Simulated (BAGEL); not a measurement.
# ROHF/def2-SVP (density fitting with qzvpp-jkfit) run of SiNH3ClO (SMILES [NH][SiH](O)Cl)

Aim: the energy change on altering one bond length of SiNH3ClO at ROHF/def2-SVP (density fitting with qzvpp-jkfit), from 2 runs. 

Program for the calculation: BAGEL 1.2.2.

2 further runs of the same task are left out: 1 that didn't finish, 1 set aside as unsound or not needed. Runs told in other sessions of the task aren't counted.

## (1) The molecule

SiNH3ClO has 7 atoms, charge 0, and is taken as a doublet. As SMILES, `[NH][SiH](O)Cl`. Geometry: relaxed at PBE0-D4/def2-TZVP. This is one conformer, not always the lowest.

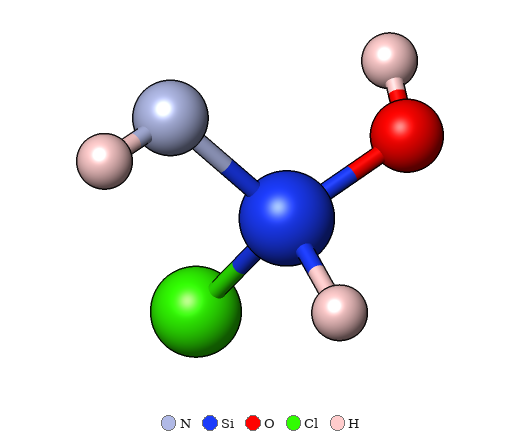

The structure, seen from a chosen angle (nitrogen light blue, silicon blue, oxygen red, chlorine green, hydrogen pink).

## (2) A single-point energy at ROHF/def2-SVP (density fitting with qzvpp-jkfit)

The input, job.json:

```json
{ "bagel" : [

{
  "title" : "molecule",
  "basis" : "svp",
  "df_basis" : "qzvpp-jkfit",
  "angstrom" : true,
  "geometry" : [
    { "atom" : "N", "xyz" : [      -0.309900,       1.111500,      -0.879100 ] },
    { "atom" : "Si", "xyz" : [      -0.073900,      -0.114300,       0.330400 ] },
    { "atom" : "O", "xyz" : [       1.465600,      -0.630300,       0.304800 ] },
    { "atom" : "Cl", "xyz" : [      -1.390000,      -1.593900,      -0.221000 ] },
    { "atom" : "H", "xyz" : [      -1.151500,       1.677300,      -0.756300 ] },
    { "atom" : "H", "xyz" : [      -0.348600,       0.280200,       1.724700 ] },
    { "atom" : "H", "xyz" : [       1.869600,      -0.798400,      -0.549200 ] }
  ]
},

{
  "title" : "rohf",
  "nopen" : 1
},

{
  "title" : "print",
  "file" : "orbitals.molden",
  "orbitals" : true
}

]}
```

Run with:

```sh
BAGEL_NUM_THREADS=1 BAGEL job.json > job.out
```

The log of the run:

```text
* using 1 threads per process

  ===============================================================
  ===============================================================

  *** Geometry ***

  { "atom" : "N", "xyz" : [     -0.585626,      2.100431,     -1.661258 ] },
  { "atom" : "Si", "xyz" : [     -0.139651,     -0.215996,      0.624366 ] },
  { "atom" : "O", "xyz" : [      2.769583,     -1.191094,      0.575989 ] },
  { "atom" : "Cl", "xyz" : [     -2.626719,     -3.012034,     -0.417629 ] },
  { "atom" : "H", "xyz" : [     -2.176020,      3.169638,     -1.429200 ] },
  { "atom" : "H", "xyz" : [     -0.658759,      0.529501,      3.259211 ] },
  { "atom" : "H", "xyz" : [      3.533032,     -1.508757,     -1.037838 ] },

  Number of auxiliary basis functions:      464

  Since a DF basis is specified, we compute 2- and 3-index integrals:
    o Being stored without compression. Storage requirement is 0.023 GB

  Number of basis functions:       79
  Number of electrons      :       49

    * METHOD: MOLECULE                             0.15

  *** Open-shell HF ***

  === Nuclear Repulsion ===
   216.9330652854

      * DIIS with orbital gradients will be used.

  === ROHF iteration (svp) ===
      0       -878.98123531          0.04073471           0.09
      1       -879.14496820          0.02512122           0.09
      2       -879.19793964          0.01477119           0.09
      3       -879.22200914          0.00137231           0.09
      4       -879.22260100          0.00059244           0.09
      5       -879.22277094          0.00026647           0.09
      6       -879.22285804          0.00021987           0.09
      7       -879.22294654          0.00018500           0.09
      8       -879.22306550          0.00013106           0.09
      9       -879.22314398          0.00006945           0.09
     10       -879.22316216          0.00003822           0.09
     11       -879.22316506          0.00002201           0.09
     12       -879.22316587          0.00001018           0.09
     13       -879.22316620          0.00000378           0.09
     14       -879.22316630          0.00000132           0.08
     15       -879.22316633          0.00000062           0.09
     16       -879.22316635          0.00000037           0.09
     17       -879.22316635          0.00000025           0.09
     18       -879.22316635          0.00000020           0.09
     19       -879.22316635          0.00000015           0.09
     20       -879.22316635          0.00000006           0.09
     21       -879.22316635          0.00000003           0.09
     22       -879.22316635          0.00000001           0.09
     23       -879.22316635          0.00000001           0.09
    * SCF iteration converged.

    * S^2 (ROHF) is 0.7500

    * Permanent dipole moment:
           (    0.076447,    -0.498433,     0.051072) a.u.

    * METHOD: ROHF                                 2.22

    * METHOD: PRINT                                0.01

  ===============================================================
```

Run time: 2.5 s. Hardware: 1 thread of Arm Neoverse V2, shared host.

## (3) The distorted shape

The input, input.json:

```json
{ "bagel" : [

{
  "title" : "molecule",
  "basis" : "svp",
  "df_basis" : "qzvpp-jkfit",
  "angstrom" : "true",
  "geometry" : [
    { "atom" : "N", "xyz" : [       0.110918,       0.828588,      -0.940503 ] },
    { "atom" : "Si", "xyz" : [       0.346918,      -0.397212,       0.268997 ] },
    { "atom" : "O", "xyz" : [       1.886418,      -0.913212,       0.243397 ] },
    { "atom" : "Cl", "xyz" : [      -0.969182,      -1.876812,      -0.282403 ] },
    { "atom" : "H", "xyz" : [      -1.151500,       1.677300,      -0.756300 ] },
    { "atom" : "H", "xyz" : [       0.072218,      -0.002712,       1.663297 ] },
    { "atom" : "H", "xyz" : [       2.290418,      -1.081312,      -0.610603 ] }
  ]
},

{
  "title" : "rohf",
  "nopen" : 1
},

{
  "title" : "print",
  "file" : "orbitals.molden",
  "orbitals" : "true"
}

]}
```

Run with:

```sh
BAGEL_NUM_THREADS=1 BAGEL input.json > input.out
```

The log of the run:

```text
* using 1 threads per process

  ===============================================================
  ===============================================================

  *** Geometry ***

  { "atom" : "N", "xyz" : [      0.209605,      1.565804,     -1.777293 ] },
  { "atom" : "Si", "xyz" : [      0.655580,     -0.750622,      0.508331 ] },
  { "atom" : "O", "xyz" : [      3.564813,     -1.725721,      0.459954 ] },
  { "atom" : "Cl", "xyz" : [     -1.831489,     -3.546661,     -0.533664 ] },
  { "atom" : "H", "xyz" : [     -2.176020,      3.169638,     -1.429200 ] },
  { "atom" : "H", "xyz" : [      0.136472,     -0.005125,      3.143176 ] },
  { "atom" : "H", "xyz" : [      4.328263,     -2.043384,     -1.153872 ] },

  Number of auxiliary basis functions:      464

  Since a DF basis is specified, we compute 2- and 3-index integrals:
    o Being stored without compression. Storage requirement is 0.023 GB

  Number of basis functions:       79
  Number of electrons      :       49

    * METHOD: MOLECULE                             0.15

  *** Open-shell HF ***

  === Nuclear Repulsion ===
   214.9056157618

      * DIIS with orbital gradients will be used.

  === ROHF iteration (svp) ===
      0       -878.91188762          0.03916829           0.09
      1       -879.05241994          0.02453960           0.09
      2       -879.09921852          0.01537118           0.09
      3       -879.12581648          0.00116303           0.09
      4       -879.12631226          0.00040489           0.09
      5       -879.12640153          0.00018723           0.09
      6       -879.12643678          0.00013661           0.09
      7       -879.12645857          0.00012010           0.09
      8       -879.12648772          0.00009825           0.09
      9       -879.12653128          0.00005341           0.09
     10       -879.12654374          0.00002651           0.09
     11       -879.12654563          0.00001616           0.09
     12       -879.12654594          0.00000915           0.09
     13       -879.12654610          0.00000423           0.09
     14       -879.12654622          0.00000242           0.09
     15       -879.12654622          0.00000129           0.08
     16       -879.12654623          0.00000071           0.09
     17       -879.12654624          0.00000048           0.09
     18       -879.12654624          0.00000031           0.09
     19       -879.12654624          0.00000016           0.09
     20       -879.12654624          0.00000007           0.09
     21       -879.12654624          0.00000003           0.08
     22       -879.12654624          0.00000002           0.09
     23       -879.12654624          0.00000001           0.08
    * SCF iteration converged.

    * S^2 (ROHF) is 0.7500

    * Permanent dipole moment:
           (    0.073114,    -0.483326,     0.035736) a.u.

    * METHOD: ROHF                                 2.19

    * METHOD: PRINT                                0.01

  ===============================================================
```

Wall time 2.5 s (1 thread of Arm Neoverse V2, shared host); peak memory 0.11 GiB.

## (4) Outcome

At ROHF/def2-SVP (density fitting with qzvpp-jkfit):

```
                                                         quantity          value
                                        first shape: total energy  -879.22317 Eh
                                       first shape: dipole moment         1.29 D
                                                first shape: ⟨S²⟩          0.750
                                    distorted shape: total energy  -879.12655 Eh
                                   distorted shape: dipole moment         1.25 D
                                            distorted shape: ⟨S²⟩          0.750
energy change with the N1–H5 bond stretched from 1.022 to 1.532 Å       2.629 eV
```

What this shows: With the N1–H5 bond stretched from 1.022 to 1.532 Å the energy rises by 2.63 eV (254 kJ/mol). The first shape isn't relaxed at this level, so the change isn't measured from a minimum.
